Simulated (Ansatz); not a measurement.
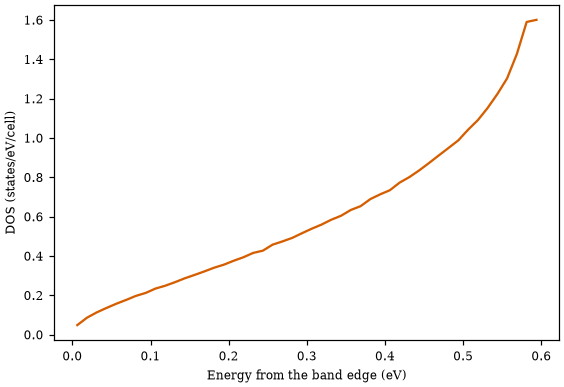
Fig. 1. Density of states of CsGeBr3 (Pm-3m) above the conduction band minimum, PBEsol, rigid bands (Ansatz, an electronic-structure program); cell volume 164.1 Å³.

Task: What effective density of states at 300 K does this give (∫ g(E) exp(−E/k_BT) dE, both spins, divided by the cell's size)?

Result: 1.5e19 cm⁻³, a density-of-states mass of 0.70 mₑ, valleys and band degeneracy included.

Spin-orbit coupling is left out. Geometry: cell and atoms relaxed with PBEsol.

Computed structure, not matched to a measured one here, so possibly hypothetical: CsGeBr3 (Pm-3m).
